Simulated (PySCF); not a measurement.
Vertical excitations of a molecule C4H5ClSi from TDDFT-PBE/def2-SVPD (PySCF), as energy in eV (oscillator strength): 4.57 (0.000), 4.83 (0.053), 5.03 (0.177), 5.03 (0.002), 5.55 (0.000), 6.13 (0.006), 6.22 (0.000), 6.39 (0.067), 6.46 (0.090), 6.54 (0.001). Lowest triplet (TDA): 3.16 eV. Coordinates come from a TPSSh-D3(BJ)/def2-SVP optimisation. The values are those of a single conformer.

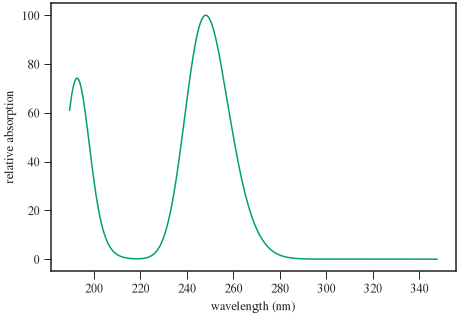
Fig. 1. The lines broadened by 0.4 eV.

Question: Which structure fits?
A) C#CC(=C)[SiH2]Cl
B) C#C/C(Cl)=C\[SiH3]
C) C#C/C=C\[SiH2]Cl
D) C#C[SiH2]/C=C/Cl

Answer: C, C#C/C=C\[SiH2]Cl
